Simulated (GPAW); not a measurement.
## Be K-edge XANES of BeNi (Pm-3m)

What does one-electron theory with a core hole give for the Be K edge of BeNi (Pm-3m)?

Main program and level: GPAW 26.7.0; X-ray absorption from dipole matrix elements to empty bands, plane-wave PAW LDA.

## (1) The structure

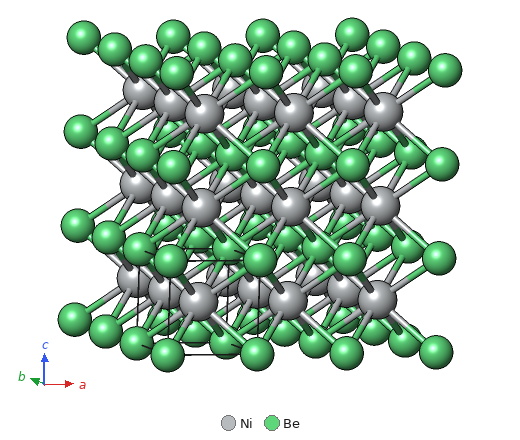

The starting structure, seen slightly off an axis (nickel light grey, beryllium green). 3×3×3 cells are drawn. Some periodic images of atoms are drawn too.

As a file:

```xyz
2
Lattice="2.5870 0.0000 0.0000 0.0000 2.5870 0.0000 0.0000 0.0000 2.5870" Properties=species:S:1:pos:R:3 pbc="T T T"
Ni    1.2935    1.2935    1.2935
Be    0.0000    0.0000    0.0000
```

## (2) The field without a hole

A plain self-consistent run shows whether there is a gap and which moments survive; both decide the set-up of the core-hole run.

The input, scf.py:

```python
import numpy as np
from ase import Atoms
from ase.parallel import parprint, paropen
from gpaw import GPAW, PW, FermiDirac, Mixer, MixerDif, setup_paths
from gpaw.test import gen
setup_paths.insert(0, '.')
gen('Be', name='nch1s', xcname='LDA', corehole=(1, 0, 0), write_xml=True)
from gpaw.mpi import world
world.barrier()

atoms = Atoms('NiBe',
    cell=[[2.58699959, 0, 0],
     [0, 2.58699959, 0],
     [0, 0, 2.58699959]],
    scaled_positions=[[0.5, 0.5, 0.5],
     [0, 0, 0]],
    magmoms=[2.0, 0.0],
    pbc=True)
atoms.calc = calc = GPAW(legacy_gpaw=True, mode=PW(430), xc='LDA', setups={1: 'nch1s'},
    kpts={'size': (9, 9, 9), 'gamma': True}, occupations=FermiDirac(0.05),
    charge=0, mixer=MixerDif(0.05, 8, 50), maxiter=150,
    convergence={'density': 0.0001}, txt='scf.txt')
energy = atoms.get_potential_energy() + calc.get_reference_energy()
ef = calc.get_fermi_level()
out = dict(energy=energy, fermi=ef, forces=atoms.get_forces().tolist(), magmoms=atoms.get_magnetic_moments().tolist())
parprint(f'all-electron energy {energy:.4f} eV, Fermi level {ef:.4f} eV')
ev = np.array([[calc.get_eigenvalues(k, s) for k in range(len(calc.get_ibz_k_points()))] for s in range(calc.get_number_of_spins())])
out['homo'], out['lumo'], out['counts'] = ev[ev < ef].max(), ev[ev > ef].min(), sorted(set((ev < ef).sum((0, 2)).tolist()))
out['filled'] = (ev[:, 0] < ef).sum(1).tolist()
import json
with paropen('out.json', 'w') as f:
    json.dump(out, f)
```

Command:

```sh
OMP_NUM_THREADS=1 mpirun -n 4 gpaw python scf.py
```

Numbers of over 12 decimals in the logs are rounded to 6 here.

The log of the run:

```text
Input parameters:
  convergence: {density: 0.0001}
  kpts: {gamma: True,
         size: (9, 9, 9)}
  maxiter: 150
  mixer: {backend: pulay,
          beta: 0.05,
          method: difference,
          nmaxold: 8,
          weight: 50}
  mode: {ecut: 430.0,
         name: pw}
  occupations: {fixmagmom: False,
                name: fermi-dirac,
                width: 0.05}
  setups: {1: nch1s}

Initialize ...

[... PAW data sets ...]

Reference energy: -41693.784318  # eV

Spin-polarized calculation.
Initial magnetic moment: 2.000000

[... convergence settings ...]
Symmetries present (total): 48
  [... symmetry matrices ...]

729 k-points: 9 x 9 x 9 Monkhorst-Pack grid
35 k-points in the irreducible part of the Brillouin zone
       k-points in crystal coordinates                weights
   0:     0.00000000    0.00000000    0.00000000          1/729
   1:     0.11111111    0.00000000    0.00000000          6/729
   2:     0.11111111    0.11111111    0.00000000         12/729
   3:     0.11111111    0.11111111    0.11111111          8/729
   4:     0.22222222    0.00000000    0.00000000          6/729
   5:     0.22222222    0.11111111    0.00000000         24/729
   6:     0.22222222    0.11111111    0.11111111         24/729
   7:     0.22222222    0.22222222    0.00000000         12/729
   8:     0.22222222    0.22222222    0.11111111         24/729
   9:     0.22222222    0.22222222    0.22222222          8/729
          ...
  34:     0.44444444    0.44444444    0.44444444          8/729

Wave functions: Plane wave expansion
  Cutoff energy: 430.000 eV
  Number of coefficients (min, max): 337, 365
  Pulay-stress correction: 0.000000 eV/Ang^3 (de/decut=0.000000)
  Using FFTW library
  Wavefunction extrapolation:
    Improved wavefunction reuse through dual PAW basis

Occupation numbers: Fermi-Dirac:
  width: 0.0500  # eV

Eigensolver
   Davidson(niter=2)

Densities:
  Coarse grid: 14*14*14 grid
  Fine grid: 28*28*28 grid
  Total Charge: 0.000000

Density mixing:
  Method: difference
  Backend: pulay
  Linear mixing parameter: 0.05
  old densities: 8
  Width of damping distribution: 1.1
  Damping of long wavelength oscillations: 50

[... Hamiltonian set-up ...]
Number of atoms: 2
Number of atomic orbitals: 16
Number of bands in calculation: 16
Number of valence electrons: 18
Bands to converge: occupied

... initialized

Initializing position-dependent things.

Density initialized from atomic densities
Creating initial wave functions:
  16 bands from LCAO basis set

Positions:
   0 Ni     1.293500    1.293500    1.293500    ( 0.0000,  0.0000,  2.0000)
   1 Be     0.000000    0.000000    0.000000    ( 0.0000,  0.0000,  0.0000)

Unit cell:
           periodic     x           y           z      points  spacing
  1. axis:    yes    2.587000    0.000000    0.000000    14     0.1848
  2. axis:    yes    0.000000    2.587000    0.000000    14     0.1848
  3. axis:    yes    0.000000    0.000000    2.587000    14     0.1848

  Lengths:   2.587000   2.587000   2.587000
  Angles:   90.000000  90.000000  90.000000

Effective grid spacing dv^(1/3) = 0.1848

iter:   1   -12.950653                   +2.0030
iter:   2   -13.391092   -0.85  -1.87    +0.9762
iter:   3   -13.513951   -1.80  -1.89    +0.2253
iter:   4   -13.657026   -2.38  -1.83    +0.2241
iter:   5   -13.656748   -3.39  -2.21    +0.1412
iter:   6   -13.659098c  -4.16  -2.78    +0.0786
iter:   7   -13.659285c  -4.54  -3.09    +0.0362
iter:   8   -13.659105c  -5.34  -3.09    +0.0209
iter:   9   -13.659162c  -5.84  -3.89    -0.0017
iter:  10   -13.659150c  -6.76  -3.74    -0.0022
iter:  11   -13.659149c  -8.11c -4.90c   -0.0017

Converged after 11 iterations.

Dipole moment: (0.000000, -0.000000, -0.000000) |e|*Ang

Total magnetic moment: (0.000000, 0.000000, -0.001685)
Local magnetic moments:
   0 Ni ( 0.000000,  0.000000, -0.001813)
   1 Be ( 0.000000,  0.000000,  0.000004)

Energy contributions relative to reference atoms: (reference = -41693.784318)

Kinetic:         +8.254530
Potential:       -4.654665
External:        +0.000000
XC:             -17.334426
Entropy (-ST):   -0.009396
Local:           +0.080111
SIC:             +0.000000
--------------------------
Free energy:    -13.663847
Extrapolated:   -13.659149

Spin contamination: 0.000135 electrons
Showing only first 2 kpts
                      Up                     Down
 Kpt  Band  Eigenvalues  Occupancy  Eigenvalues  Occupancy
  0     7      7.28774    1.00000      7.28626    1.00000
  0     8      7.28774    1.00000      7.28626    1.00000
  0     9     15.45878    0.00000     15.45879    0.00000
  0    10     15.45878    0.00000     15.45879    0.00000

  1     7      7.13675    1.00000      7.13531    1.00000
  1     8      7.29894    1.00000      7.29745    1.00000
  1     9     14.13866    0.00000     14.13844    0.00000
  1    10     15.86127    0.00000     15.86124    0.00000

Fermi level: 8.69811

No gap
No difference between direct/indirect transitions

Forces in eV/Ang:
  0 Ni    0.00000    0.00000   -0.00000
  1 Be   -0.00000   -0.00000   -0.00000
Scalar-relativistic atomic LDA calculation for Be (Beryllium, Z=4)
Core hole in 1s state (1s occupation: 2.0)
300 radial gridpoints.
|------------------------------------------------|
|------------------------------------------------|
[... the atom generator's iteration count ...]

Energy contributions:
-------------------------
Kinetic:      +14.316614
XC:            -2.514724
Potential:    -26.251299
-------------------------
Total:        -14.449409

state      eigenvalue         ekin         rmax
-----------------------------------------------
1s^2.0 :    -3.856640     6.590816        0.269
2s^2.0 :    -0.205785     0.567491        2.042
2p^0.0 :    -0.077135     0.368156        2.282
-----------------------------------------------
(units: Bohr and Hartree)

Generating PAW setup
Kinetic energy of the core from tauc = 13.184401
Cutoffs:
rc(s)=1.500
rc(p)=1.500
rc(d)=1.500
rc(vbar)=1.350
rc(comp)=1.500
rc(nct)=1.500

Kinetic energy of the core states: 13.181632
Charge: 0.0
Core electrons: 2.0
Valence electrons: 2.0
Pseudo-core charge: 0.147398
Shape function alpha=4.444
Pseudo-electron charge 2.143853
state    eigenvalue         norm
--------------------------------
2s(2) :    -0.205785     0.998227
*s    :     0.794215
2p(0) :    -0.077135     0.989984
*p    :     0.922865
*d    :     0.000000
--------------------------------

Diagonalizing with gridspacing h=0.050

state   all-electron     PAW
-------------------------------
2s:      -0.205785    -0.205855
2p:      -0.077135    -0.077225
*d:                    0.040062
*f:                    0.071942
-------------------------------
all-electron energy -41707.4435 eV, Fermi level 8.6981 eV
```

Elapsed: 6.8 s, on 4 MPI ranks of Arm Neoverse V2, shared host; peak memory 0.17 GiB; 23 s of CPU time.

The mesh shows no gap, so the system is treated as a metal and the core electron is put at the Fermi level (neutral cell).

## (3) Spectrum without a core hole, Be atom 2

This cheap baseline ignores the attraction of the hole: it shows the absorber's empty states as they are in the ground state. The data set with a hole of occupation 0 only carries the core orbital.

The absorber has 8 Ni at 2.24 Å and 6 Be at 2.59 Å (cube and octahedron, as in bcc, site symmetry m-3m).

The input, xas.py:

```python
import numpy as np
from ase import Atoms
from ase.parallel import parprint, paropen
from gpaw import GPAW, PW, FermiDirac, Mixer, MixerDif, setup_paths
from gpaw.test import gen
setup_paths.insert(0, '.')
gen('Be', name='nch1s', xcname='LDA', corehole=(1, 0, 0), write_xml=True)
from gpaw.mpi import world
world.barrier()

atoms = Atoms('NiBe',
    cell=[[2.58699959, 0, 0],
     [0, 2.58699959, 0],
     [0, 0, 2.58699959]],
    scaled_positions=[[0.5, 0.5, 0.5],
     [0, 0, 0]],
    magmoms=[2.0, 0.0],
    pbc=True)
atoms.calc = calc = GPAW(legacy_gpaw=True, mode=PW(430), xc='LDA', setups={1: 'nch1s'},
    kpts={'size': (13, 13, 13), 'gamma': True}, occupations=FermiDirac(0.1),
    charge=0, mixer=MixerDif(0.05, 8, 50), maxiter=150,
    convergence={'density': 0.0001}, txt='scf.txt')
energy = atoms.get_potential_energy() + calc.get_reference_energy()
ef = calc.get_fermi_level()
out = dict(energy=energy, fermi=ef, forces=atoms.get_forces().tolist(), magmoms=atoms.get_magnetic_moments().tolist())
parprint(f'all-electron energy {energy:.4f} eV, Fermi level {ef:.4f} eV')
ev = np.array([[calc.get_eigenvalues(k, s) for k in range(len(calc.get_ibz_k_points()))] for s in range(calc.get_number_of_spins())])
out['homo'], out['lumo'], out['counts'] = ev[ev < ef].max(), ev[ev > ef].min(), sorted(set((ev < ef).sum((0, 2)).tolist()))
out['filled'] = (ev[:, 0] < ef).sum(1).tolist()

from ase.units import Ha
from gpaw.xas import dipole_matrix_elements
nb = int(calc.get_number_of_electrons() / 2) + 19
top = nb
nscf = calc.fixed_density(kpts={'size': (8, 8, 8), 'gamma': True},
    convergence={'eigenstates': 1.0}, txt='nscf.txt')
nscf.diagonalize_full_hamiltonian(nbands=nb)
cell = atoms.cell.array
ops = [cell.T @ U.T @ np.linalg.inv(cell.T) for U in nscf.wfs.kd.symmetry.op_scc]
E = np.arange(-25, 34, 0.1)
fwhm = np.interp(E, [4, 25], [0.9, 3.5])
Y, X, zero, highest = 0, 0, 1e9, 1e9
for spin in range(nscf.get_number_of_spins()):
    wfs = nscf.wfs
    A = dipole_matrix_elements(wfs.setups[1])
    eps = np.zeros((wfs.kd.nibzkpts, nb))
    d = np.zeros((3, A.shape[1], wfs.kd.nibzkpts, nb), complex)
    for kpt in wfs.kpt_u:
        if kpt.s == spin and 1 in kpt.P_ani:
            eps[kpt.k] = kpt.eps_n * Ha
            d[:, :, kpt.k] = (kpt.weight * wfs.nspins / 2) ** 0.5 * np.inner(A, kpt.P_ani[1])
    world.sum(eps)
    world.sum(d)
    T = np.einsum('amkn,bmkn->abkn', d, d.conj()).real
    T = sum(np.einsum('ai,ijkn,bj->abkn', R, T, R) for R in ops) / len(ops)
    empty = eps > ef
    zero, highest = min(zero, eps[empty].min()), min(highest, eps[:, top - 1].min())
    lines = [(eps, T, empty)] if spin == 0 else lines + [(eps, T, empty)]
for eps, T, empty in lines:
    f = np.einsum('aakn->akn', T).reshape(3, -1)
    x = eps.ravel() - zero
    w = np.interp(x, E, fwhm) / 2.35482
    g = np.exp(-0.5 * ((E[:, None] - x) / w) ** 2) / (w * (2 * np.pi) ** 0.5)
    Y = Y + (f * empty.ravel()) @ g.T
    X = X + (f * ~empty.ravel()) @ g.T
out.update(E=E.round(2).tolist(), xas=Y.tolist(), xes=X.tolist(), zero=zero, valid=highest - zero, nk=len(eps), nb=nb)
for i in range(0, len(E), 10):
    parprint(f'{E[i]:7.2f}', *(f'{v:10.3e}' for v in Y[:, i]))
import json
with paropen('out.json', 'w') as f:
    json.dump(out, f)
```

Command:

```sh
OMP_NUM_THREADS=1 mpirun -n 4 gpaw python xas.py
```

The log of the run:

```text
Input parameters:
  convergence: {density: 0.0001}
  kpts: {gamma: True,
         size: (13, 13, 13)}
  maxiter: 150
  mixer: {backend: pulay,
          beta: 0.05,
          method: difference,
          nmaxold: 8,
          weight: 50}
  mode: {ecut: 430.0,
         name: pw}
  occupations: {fixmagmom: False,
                name: fermi-dirac,
                width: 0.1}
  setups: {1: nch1s}

Initialize ...

[...]
2s:      -0.205785    -0.205855
2p:      -0.077135    -0.077225
*d:                    0.040062
*f:                    0.071942
-------------------------------
all-electron energy -41707.4493 eV, Fermi level 8.6039 eV
 -25.00 2.175e-250 2.175e-250 2.175e-250
 -24.00 1.211e-240 1.211e-240 1.211e-240
 -23.00 4.295e-231 4.295e-231 4.295e-231
 -22.00 9.697e-222 9.697e-222 9.697e-222
[...]
32.00  2.046e-03  2.046e-03  2.046e-03
  33.00  2.094e-03  2.094e-03  2.094e-03
[key lines of the parts left out:]
Converged after 11 iterations.
Dipole moment: (-0.000000, 0.000000, 0.000000) |e|*Ang
Free energy:    -13.679589
Fermi level: 8.60389
```

It took 10 s on 4 MPI ranks; peak memory 0.21 GiB; 41 s of CPU time.

The Be K spectrum, Be atom 2, no core hole (energy from the lowest empty level; intensity scaled to a mean of 1 over the first 20 eV):

```
E (eV)  intensity
  -2.0       0.00
  -0.5       0.04
   1.0       0.71
   2.5       0.63
   4.0       0.20
   5.5       0.75
   7.0       1.30
   8.5       1.58
  10.0       2.07
  11.5       2.07
  13.0       0.69
  14.5       0.62
  16.0       0.78
  17.5       0.93
  19.0       1.06
  20.5       1.01
  22.0       0.90
  23.5       0.84
  25.0       0.74
  26.5       0.63
  28.0       0.61
  29.5       0.66
  31.0       0.80
```

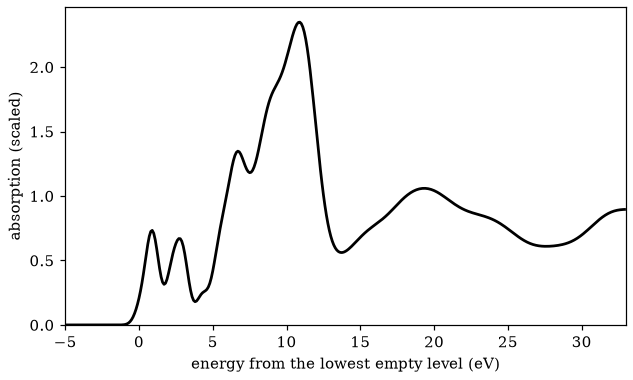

The Be K edge, Be atom 2, no core hole: main maxima at 6.7, 10.9 and 19.3 eV.

Main maxima below 24 eV (height): 0.9 eV (0.73), 2.7 eV (0.67), 6.7 eV (1.35), 10.9 eV (2.35) and 19.3 eV (1.06). A K edge sees empty p states on the absorber.

The same matrix elements for filled bands give the Be K emission of Be atom 2 (ground-state approximation; energy from the lowest empty level, largest value 1):

```
E (eV)  emission
 -24.0      0.00
 -22.5      0.00
 -21.0      0.00
 -19.5      0.00
 -18.0      0.00
 -16.5      0.00
 -15.0      0.00
 -13.5      0.00
 -12.0      0.00
 -10.5      0.00
  -9.0      0.05
  -7.5      0.16
  -6.0      0.25
  -4.5      0.71
  -3.0      0.66
  -1.5      0.31
   0.0      0.12
   1.5      0.00
   3.0      0.00
```

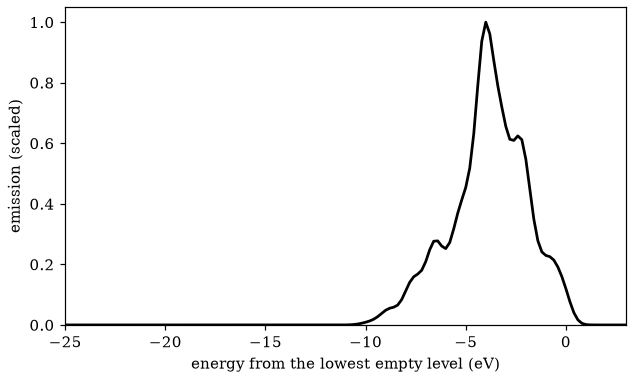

X-ray emission from the filled bands.

Emission maxima: -4.0 eV (1.00).

## (4) Supercell without a hole, the energy reference

The photon energy needs a difference of total energies, so the cell and mesh of the coming hole run are first run without a hole.

scf.py: that of step 2 with these lines changed.

```diff
@@ -10,12 +10,42 @@
 
-atoms = Atoms('NiBe',
-    cell=[[2.58699959, 0, 0],
-     [0, 2.58699959, 0],
-     [0, 0, 2.58699959]],
-    scaled_positions=[[0.5, 0.5, 0.5],
-     [0, 0, 0]],
-    magmoms=[2.0, 0.0],
+atoms = Atoms('Ni16Be16',
+    cell=[[5.17399918, 0, 5.17399918],
+     [0, 5.17399918, 5.17399918],
+     [-5.17399918, 0, 5.17399918]],
+    scaled_positions=[[0.125, 0.25, 0.875],
+     [0.375, 0.25, 0.125],
+     [0.125, 0.25, 0.375],
+     [0.625, 0.25, 0.375],
+     [0.125, 0.75, 0.875],
+     [0.625, 0.25, 0.875],
+     [0.375, 0.25, 0.625],
+     [0.875, 0.25, 0.625],
+     [0.375, 0.75, 0.125],
+     [0.875, 0.25, 0.125],
+     [0.125, 0.75, 0.375],
+     [0.625, 0.75, 0.375],
+     [0.625, 0.75, 0.875],
+     [0.375, 0.75, 0.625],
+     [0.875, 0.75, 0.625],
+     [0.875, 0.75, 0.125],
+     [0, 0, 0],
+     [0.25, 0, 0.25],
+     [0, 0, 0.5],
+     [0.5, 0, 0.5],
+     [0, 0.5, 0],
+     [0.5, 0, 0],
+     [0.25, 0, 0.75],
+     [0.75, 0, 0.75],
+     [0.25, 0.5, 0.25],
+     [0.75, 0, 0.25],
+     [0, 0.5, 0.5],
+     [0.5, 0.5, 0.5],
+     [0.5, 0.5, 0],
+     [0.25, 0.5, 0.75],
+     [0.75, 0.5, 0.75],
+     [0.75, 0.5, 0.25]],
+    magmoms=[2.0, 2.0, 2.0, 2.0, 2.0, 2.0, 2.0, 2.0, 2.0, 2.0, 2.0, 2.0, 2.0, 2.0, 2.0, 2.0, 0.0, 0.0, 0.0, 0.0, 0.0, 0.0, 0.0, 0.0, 0.0, 0.0, 0.0, 0.0, 0.0, 0.0, 0.0, 0.0],
     pbc=True)
-atoms.calc = calc = GPAW(legacy_gpaw=True, mode=PW(430), xc='LDA', setups={1: 'nch1s'},
-    kpts={'size': (9, 9, 9), 'gamma': True}, occupations=FermiDirac(0.05),
+atoms.calc = calc = GPAW(legacy_gpaw=True, mode=PW(430), xc='LDA', setups={16: 'nch1s'},
+    kpts={'size': (3, 3, 3), 'gamma': True}, occupations=FermiDirac(0.1),
     charge=0, mixer=MixerDif(0.05, 8, 50), maxiter=150,
```

Command:

```sh
OMP_NUM_THREADS=1 mpirun -n 4 gpaw python scf.py
```

The log of the run:

```text
Input parameters:
  convergence: {density: 0.0001}
  kpts: {gamma: True,
         size: (3, 3, 3)}
  maxiter: 150
  mixer: {backend: pulay,
          beta: 0.05,
          method: difference,
          nmaxold: 8,
          weight: 50}
  mode: {ecut: 430.0,
         name: pw}
  occupations: {fixmagmom: False,
                name: fermi-dirac,
                width: 0.1}
  setups: {16: nch1s}

Initialize ...

[...]
2s(2) :    -0.205785     0.998227
*s    :     0.794215
2p(0) :    -0.077135     0.989984
*p    :     0.922865
*d    :     0.000000
--------------------------------

Diagonalizing with gridspacing h=0.050

state   all-electron     PAW
-------------------------------
2s:      -0.205785    -0.205855
2p:      -0.077135    -0.077225
*d:                    0.040062
*f:                    0.071942
-------------------------------
all-electron energy -667318.2164 eV, Fermi level 8.5765 eV
[key lines of the parts left out:]
Converged after 13 iterations.
Dipole moment: (0.000000, -0.000000, 0.000000) |e|*Ang
Free energy:   -217.961576
Fermi level: 8.57654
```

The job ended after 2.1 min (4 MPI ranks; peak memory 0.72 GiB).

Reference energy: -667318.216 eV with the cores included.

(Part 1 of 2 ends here.)

[Banner, clock and machine lines of the logs are left out without a mark of their own.]

[Logs are printed without paths, hosts, clocks, repeated set-up lines and the standing remarks that a program may print on its own settings, such as how far it seeks lower states.]

[Hosts, paths, dates, database ids (printed as entryN), source tags and the programs' standing remarks are cut or masked in the printed files.]

[Lists of maxima count a maximum above −3 eV only where it reaches 4 % of the highest in the window and stands out from its surroundings by 2 % of it (1.5 % where it reaches 55 %); shoulders and weaker maxima are passed over, and of the rest the first, up to two pre-edge ones and the few strongest are named.]
